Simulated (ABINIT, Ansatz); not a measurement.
**Re (Rhenium): from the cell to the phonon bands**

Aim: the phonon dispersion of Re (Rhenium), checked by a second program.

Method: DFT PBE, scalar-relativistic, plane waves, PseudoDojo norm-conserving pseudopotentials, in ABINIT 10.8.3.

**1. Starting point**

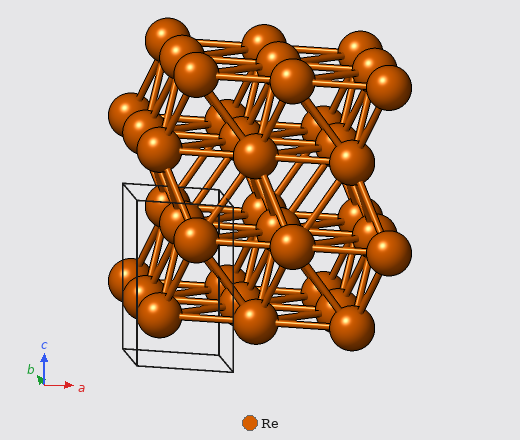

Start, viewed from a free direction; rhenium orange. 3×3×2 cells are drawn.

**2. A first look**

A first run with smearing and empty bands tells whether the crystal has a gap, which decides between fixed occupations and smearing later on.

probe.abi

```
# ground state
tolvrs 1.0d-08
prtden 1
prtwf 1

# basis, mesh and filling
ecut 30.0
ngkpt 9 9 4
nshiftk 1
shiftk 0.0 0.0 0.0
istwfk *1
occopt 7
tsmear 0.005
nband 23
nstep 100
diemac 9.0
prtebands 0
prtgsr 0

# cell and atoms
acell 3*1.0 Angstrom
rprim 
    2.7608 0.0 0.0
    -1.3804 2.390922935 0.0
    0.0 0.0 4.4582
ntypat 1
znucl 75
natom 2
typat 1 1
xred 
    1/3 2/3 0.25
    2/3 1/3 0.75
pp_dirpath "./pseudo"
pseudos "Re.upf"
```

Command:

```console
OMP_NUM_THREADS=1 mpirun -n 16 abinit probe.abi > probe.log
```

Numbers of over 12 decimals in the logs are rounded to 6 here.

probe.abo, the main output file:

```text
[banners, grids, parts of the stress and lines that vanish by symmetry left out]
- input  file    -> probe.abi
- output file    -> probe.abo
- root for input  files -> probei
[...]
Symmetries : space group P6_3/m m c (#194); Bravais hP (primitive hexag.)
[...]
mpw =        1576          nfft =       32805          nkpt =          36
[...]
== DATASET  1 ==================================================================
[...]
-    --> not optimal distribution: autoparal keyword recommended in input file <--
[...]
cutoff_energies: {ecut:  30.0, pawecutdg:  -1.0, }
[...]
ETOT  1  -173.50122035486    -1.735E+02 1.174E-01 3.598E+01
 ETOT  2  -173.58494162829    -8.372E-02 2.252E-02 7.967E+00
 ETOT  3  -173.58758051148    -2.639E-03 4.556E-03 3.185E-03
 ETOT  4  -173.58758405998    -3.549E-06 2.652E-03 5.911E-05
 ETOT  5  -173.58758407876    -1.877E-08 3.073E-04 2.367E-06
 ETOT  6  -173.58758407969    -9.303E-10 6.278E-04 1.457E-08
 ETOT  7  -173.58758407969    -5.087E-12 2.090E-04 5.002E-11
 At SCF step    7       vres2   =  5.00E-11 < tolvrs=  1.00E-08 =>converged.
[...]
sigma(1 1)= -1.81076725E-04  sigma(3 2)=  0.00000000E+00
  sigma(2 2)= -1.81076733E-04  sigma(3 1)=  0.00000000E+00
  sigma(3 3)= -1.91676891E-04  sigma(2 1)=  0.00000000E+00
[...]
convergence: {deltae: -5.087E-12, res2:  5.002E-11, residm:  2.090E-04, diffor: null, }
etotal    :  -1.73587584E+02
[...]
sigma(1 1)= -1.81076725E-04  sigma(3 2)=  0.00000000E+00
  sigma(2 2)= -1.81076733E-04  sigma(3 1)=  0.00000000E+00
  sigma(3 3)= -1.91676891E-04  sigma(2 1)=  0.00000000E+00
[...]
- sigma(1 1)= -5.32746118E+00  sigma(3 2)=  0.00000000E+00
- sigma(2 2)= -5.32746141E+00  sigma(3 1)=  0.00000000E+00
- sigma(3 3)= -5.63932884E+00  sigma(2 1)=  0.00000000E+00
[...]
fcart     -2.0644544888E-28  3.5757400642E-28 -0.0000000000E+00
           strten     -1.8107672497E-04 -1.8107673294E-04 -1.9167689145E-04
================================================================================

[key lines of the parts left out:]
pressure_GPa:   5.4314E+00
```

The job ended after 4.3 s (16 MPI ranks of Arm Neoverse V2, shared host; 67 s of CPU time).

Numbers from this step:

| Item | Value |
| --- | --- |
| volume per atom | 14.71 Å³ |
| pressure | 5.431 GPa |
| gap on the k-mesh | 0 eV |

No gap opens on this mesh, so smearing is kept; the printed pressure holds the stress of the finite basis too.

**3. Relaxation**

The harmonic expansion needs vanishing forces, and a free crystal bears no stress, so cell and atoms are brought to rest. Stress is more sensitive to the basis than forces are: the last 3 Ha under the cutoff are smoothed with ecutsm, and the cutoff is raised above that of the later runs.

relax.abi

```
# relaxation
ionmov 2
optcell 2
dilatmx 1.08
ntime 40
tolmxf 1.0d-05
tolvrs 1.0d-14
prtwf 0
prtden 0
chksymtnons 0

# basis, mesh and filling
ecut 38.0
ecutsm 3.0
ngkpt 12 12 6
nshiftk 1
shiftk 0.0 0.0 0.0
istwfk *1
occopt 7
tsmear 0.01
nband 23
nstep 100
diemac 1000000.0
prtebands 0
prtgsr 0

# cell and atoms
acell 3*1.0 Angstrom
rprim 
    2.7608 0.0 0.0
    -1.3804 2.390922935 0.0
    0.0 0.0 4.4582
ntypat 1
znucl 75
natom 2
typat 1 1
xred 
    1/3 2/3 0.25
    2/3 1/3 0.75
pp_dirpath "./pseudo"
pseudos "Re.upf"
```

Command:

```console
OMP_NUM_THREADS=1 mpirun -n 16 abinit relax.abi > relax.log
```

relax.abo, the main output file:

```text
[banners, grids, parts of the stress and lines that vanish by symmetry left out]
- input  file    -> relax.abi
- output file    -> relax.abo
- root for input  files -> relaxi
[...]
Symmetries : space group P6_3/m m c (#194); Bravais hP (primitive hexag.)
[...]
mpw =        2826          nfft =       55296          nkpt =          76
[...]
== DATASET  1 ==================================================================
[...]
cutoff_energies: {ecut:  38.0, pawecutdg:  -1.0, }
[...]
ETOT  1  -173.49620037626    -1.735E+02 2.426E-01 5.990E+01
 ETOT  2  -173.58675694814    -9.056E-02 1.265E-01 9.717E+00
 ETOT  3  -173.58868904242    -1.932E-03 1.061E-02 2.443E-03
 ETOT  4  -173.58869087175    -1.829E-06 5.829E-03 7.518E-05
 ETOT  5  -173.58869088408    -1.232E-08 1.267E-03 1.729E-07
[...]
At SCF step    9       vres2   =  5.85E-16 < tolvrs=  1.00E-14 =>converged.
[...]
sigma(1 1)= -1.97470287E-04  sigma(3 2)=  0.00000000E+00
  sigma(2 2)= -1.97470295E-04  sigma(3 1)=  0.00000000E+00
  sigma(3 3)= -2.30870450E-04  sigma(2 1)=  0.00000000E+00
[...]
convergence: {deltae:  8.242E-13, res2:  5.848E-16, residm:  7.835E-04, diffor: null, }
etotal    :  -1.73588691E+02
[...]
ETOT  1  -173.58649601122    -1.736E+02 6.559E-04 1.316E+01
[...]
At SCF step    9       vres2   =  6.09E-17 < tolvrs=  1.00E-14 =>converged.
[...]
sigma(1 1)=  3.56741318E-05  sigma(3 2)=  0.00000000E+00
  sigma(2 2)=  3.56741241E-05  sigma(3 1)=  0.00000000E+00
  sigma(3 3)=  2.16521136E-05  sigma(2 1)=  0.00000000E+00
[...]
convergence: {deltae:  9.379E-13, res2:  6.093E-17, residm:  8.497E-05, diffor: null, }
etotal    :  -1.73589020E+02
[...]
ETOT  1  -173.58898460894    -1.736E+02 3.369E-02 2.236E-01
[...]
At SCF step    8       vres2   =  5.07E-16 < tolvrs=  1.00E-14 =>converged.
[...]
sigma(1 1)=  4.00942172E-06  sigma(3 2)=  0.00000000E+00
  sigma(2 2)=  4.00941397E-06  sigma(3 1)=  0.00000000E+00
  sigma(3 3)= -5.00679689E-06  sigma(2 1)=  0.00000000E+00
[...]
convergence: {deltae: -5.116E-13, res2:  5.070E-16, residm:  4.815E-05, diffor: null, }
etotal    :  -1.73589028E+02
[...]
ETOT  1  -173.58902751584    -1.736E+02 3.997E-05 3.795E-03
[...]
At SCF step    7       vres2   =  6.31E-15 < tolvrs=  1.00E-14 =>converged.
[...]
sigma(1 1)=  1.05509306E-06  sigma(3 2)=  0.00000000E+00
  sigma(2 2)=  1.05508531E-06  sigma(3 1)=  0.00000000E+00
  sigma(3 3)= -3.56484980E-06  sigma(2 1)=  0.00000000E+00
[...]
convergence: {deltae: -7.105E-13, res2:  6.313E-15, residm:  8.895E-06, diffor: null, }
etotal    :  -1.73589028E+02
[...]
ETOT  1  -173.58902768552    -1.736E+02 6.264E-06 3.449E-03
[...]
At SCF step    7       vres2   =  4.90E-16 < tolvrs=  1.00E-14 =>converged.
[...]
sigma(1 1)= -2.05792084E-07  sigma(3 2)=  0.00000000E+00
  sigma(2 2)= -2.05799835E-07  sigma(3 1)=  0.00000000E+00
  sigma(3 3)= -3.49252172E-07  sigma(2 1)=  0.00000000E+00
[...]
convergence: {deltae:  4.832E-13, res2:  4.902E-16, residm:  1.065E-05, diffor: null, }
etotal    :  -1.73589028E+02
[...]
ETOT  1  -173.58902843198    -1.736E+02 8.902E-06 1.626E-05
[...]
ETOT  5  -173.58902843517     7.674E-13 1.887E-06 3.034E-12
 ETOT  6  -173.58902843517    -1.222E-12 5.224E-06 7.441E-15
 At SCF step    6       vres2   =  7.44E-15 < tolvrs=  1.00E-14 =>converged.
[...]
sigma(1 1)= -2.89719943E-08  sigma(3 2)=  0.00000000E+00
  sigma(2 2)= -2.89797454E-08  sigma(3 1)=  0.00000000E+00
  sigma(3 3)= -2.64219523E-08  sigma(2 1)=  0.00000000E+00
[...]
convergence: {deltae: -1.222E-12, res2:  7.441E-15, residm:  5.224E-06, diffor: null, }
etotal    :  -1.73589028E+02
[...]
At Broyd/MD step   6, gradients are converged :
[...]
sigma(1 1)= -2.89719943E-08  sigma(3 2)=  0.00000000E+00
  sigma(2 2)= -2.89797454E-08  sigma(3 1)=  0.00000000E+00
  sigma(3 3)= -2.64219523E-08  sigma(2 1)=  0.00000000E+00
[...]
- sigma(1 1)= -8.52385501E-04  sigma(3 2)=  0.00000000E+00
- sigma(2 2)= -8.52613546E-04  sigma(3 1)=  0.00000000E+00
- sigma(3 3)= -7.77360675E-04  sigma(2 1)=  0.00000000E+00
[...]
fcart      6.1640875010E-28  3.5588375776E-28 -0.0000000000E+00
           strten     -2.8971994304E-08 -2.8979745416E-08 -2.6421952286E-08
================================================================================

[key lines of the parts left out:]
pressure_GPa:   8.2745E-04
Total energy (etotal) [Ha]= -1.73589028435167E+02
```

Run time: 42 s. Hardware: 16 MPI ranks.

Step by step:

| step | energy less that of the first step (eV) | largest force (eV/Å) | volume (Å³) |
| --- | --- | --- | --- |
| 1 | 0.0000 | 0.0000 | 29.43 |
| 2 | -0.0089 | 0.0000 | 29.98 |
| 3 | -0.0092 | 0.0000 | 29.91 |
| 4 | -0.0092 | 0.0000 | 29.91 |
| 5 | -0.0092 | 0.0000 | 29.91 |
| 6 | -0.0092 | 0.0000 | 29.91 |

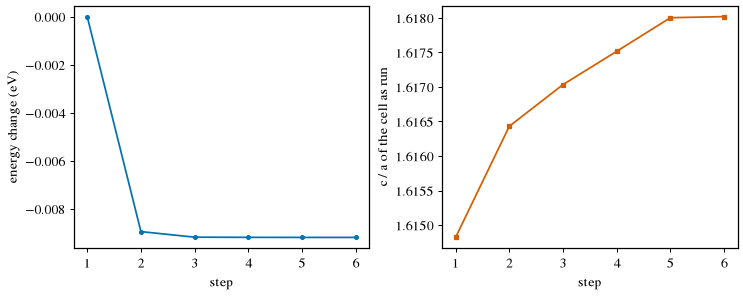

Energy and cell shape along the relaxation.

| conventional cell, symmetrised | before | after | change |
| --- | --- | --- | --- |
| a (Å) | 2.761 | 2.774 | +0.5 % |
| b (Å) | 2.761 | 2.774 | +0.5 % |
| c (Å) | 4.458 | 4.488 | +0.7 % |
| volume (Å³/atom) | 14.71 | 14.95 | +1.6 % |

The relaxed structure:

```xyz
2
Lattice="2.7739 0.0000 0.0000 -1.3870 2.4023 0.0000 0.0000 0.0000 4.4882" Properties=species:S:1:pos:R:3 pbc="T T T"
Re    0.0000    1.6015    1.1221
Re    1.3870    0.8008    3.3662
```

This step gave:

- volume per atom: 14.95 Å³
- pressure: 8.27e-4 GPa

The volume changes by +1.6 % in this run and stands +1.6 % from the first cell.

**4. Self-consistent run for the response**

The response is built on these wavefunctions, so the potential is converged far more tightly than an energy would need. Smearing stays on, as the first look found no gap above 0.3 eV.

gs.abi

```
# ground state
tolvrs 1.0d-16
prtden 1
prtwf 1

# basis, mesh and filling
ecut 30.0
ngkpt 12 12 6
nshiftk 1
shiftk 0.0 0.0 0.0
istwfk *1
occopt 7
tsmear 0.01
nband 23
nstep 100
diemac 1000000.0
prtebands 0
prtgsr 0

# cell and atoms
acell 3*1.0 Angstrom
rprim 
    2.773912257 0.0 0.0
    -1.386956128 2.402278482 0.0
    0.0 0.0 4.488238249
ntypat 1
znucl 75
natom 2
typat 1 1
xred 
    1/3 2/3 0.25
    2/3 1/3 0.75
pp_dirpath "./pseudo"
pseudos "Re.upf"
```

Command:

```console
OMP_NUM_THREADS=1 mpirun -n 16 abinit gs.abi > gs.log
```

gs.abo, the main output file:

```text
[banners, grids, parts of the stress and lines that vanish by symmetry left out]
- input  file    -> gs.abi
- output file    -> gs.abo
- root for input  files -> gsi
[...]
Symmetries : space group P6_3/m m c (#194); Bravais hP (primitive hexag.)
[...]
mpw =        1605          nfft =       32805          nkpt =          76
[...]
== DATASET  1 ==================================================================
[...]
cutoff_energies: {ecut:  30.0, pawecutdg:  -1.0, }
[...]
ETOT  1  -173.50628710731    -1.735E+02 1.575E-01 3.748E+01
 ETOT  2  -173.58661506332    -8.033E-02 3.619E-02 6.595E+00
 ETOT  3  -173.58885128747    -2.236E-03 2.563E-03 1.587E-03
 ETOT  4  -173.58885262724    -1.340E-06 3.153E-03 4.908E-05
 ETOT  5  -173.58885264078    -1.354E-08 7.425E-04 1.354E-07
[...]
ETOT  9  -173.58885264082    -1.990E-13 2.018E-04 1.173E-15
 ETOT 10  -173.58885264082    -4.832E-13 2.340E-04 2.394E-18
 At SCF step   10       vres2   =  2.39E-18 < tolvrs=  1.00E-16 =>converged.
[...]
sigma(1 1)=  1.13587569E-05  sigma(3 2)=  0.00000000E+00
  sigma(2 2)=  1.13587712E-05  sigma(3 1)=  0.00000000E+00
  sigma(3 3)=  1.14051441E-05  sigma(2 1)= -8.31817428E-12
[...]
convergence: {deltae: -4.832E-13, res2:  2.394E-18, residm:  2.340E-04, diffor: null, }
etotal    :  -1.73588853E+02
[...]
sigma(1 1)=  1.13587569E-05  sigma(3 2)=  0.00000000E+00
  sigma(2 2)=  1.13587712E-05  sigma(3 1)=  0.00000000E+00
  sigma(3 3)=  1.14051441E-05  sigma(2 1)= -8.31817428E-12
[...]
- sigma(1 1)=  3.34186164E-01  sigma(3 2)=  0.00000000E+00
- sigma(2 2)=  3.34186586E-01  sigma(3 1)=  0.00000000E+00
- sigma(3 3)=  3.35550926E-01  sigma(2 1)= -2.44729137E-07
[...]
fcart     -1.4382870824E-27 -3.2029538178E-27 -0.0000000000E+00
           strten      1.1358756852E-05  1.1358771194E-05  1.1405144149E-05
================================================================================

[key lines of the parts left out:]
pressure_GPa:  -3.3464E-01
```

Run time: 7.7 s. Hardware: 16 MPI ranks; 2 min of CPU time.

Read from the output:

| Property | Result |
| --- | --- |
| pressure | -0.3346 GPa |

The cell stands at -0.33 GPa: the relaxation ran with a smoothed and higher cutoff, and the difference is a stress of the finite basis.

(Continued in part 2 of 4.)

[Host names and launcher messages were left out of these logs when they were recorded.]

[Logs are printed without paths, hosts, clocks, repeated set-up lines and the standing remarks that a program may print on its own settings, such as how far it seeks lower states.]

[Hosts, paths, dates, database ids (printed as entryN), source tags and the programs' standing remarks are cut or masked in the printed files.]
